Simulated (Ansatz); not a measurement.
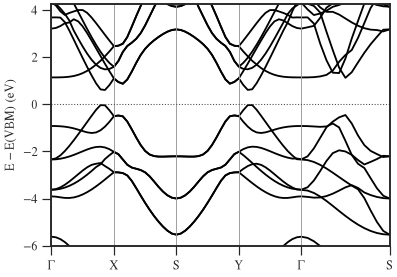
Figure: Band structure from LDA (plane waves, PAW; program Ansatz)

Q: Read off the gap and where the band edges lie.

A: About 0.6 eV (0.58 eV by a search for the band edges); maximum on the Y–Γ line, 18 % of the way from Y, minimum on the Γ–X line, 83 % of the way from Γ.

The material is monolayer SnSe (puckered, Pmn2_1 in the vacuum cell, 4 atoms).

A layer that has been made, often on a substrate. The LDA relaxation kept the symmetry of its start; its stability against distortions is not shown here. Scalar-relativistic: spin–orbit coupling is off unless named, which matters more the heavier the elements.

Potentials: the later of the program's two PAW sets.
